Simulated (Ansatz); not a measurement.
**Run report: C4H8O, molecular dynamics (part 3 of 3)**

C4H8O, SMILES CCCC=O; RKS PBE/6-31G* (Ansatz 0.2.0). The geometry comes from this level: PBE0-D4/def2-TZVP.

Geometry of the input (Å):
```
C  0.3389  0.9431  1.4911
C  0.5046  0.4639  0.0598
C  -0.5136  -0.5918  -0.3190
C  -0.3976  -1.1058  -1.7208
O  0.4209  -0.7433  -2.5207
H  1.0817  1.7027  1.7429
H  0.4532  0.1198  2.2021
H  -0.6503  1.3812  1.6522
H  0.4199  1.3048  -0.6341
H  1.5092  0.0590  -0.0909
H  -0.4569  -1.4647  0.3471
H  -1.5423  -0.2227  -0.1981
H  -1.1473  -1.8808  -1.9966
```

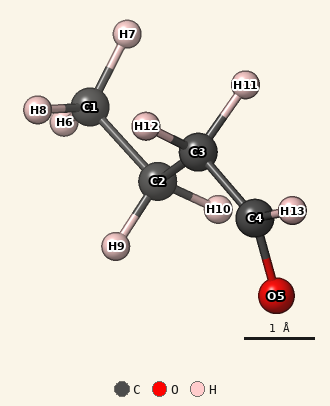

**Figure 1.** The geometry at step 30 of the log (ball-and-stick view, seen at a tilt; atoms are numbered from 1 in the order of the input).

Remarks

So short a trajectory is not equilibrated.
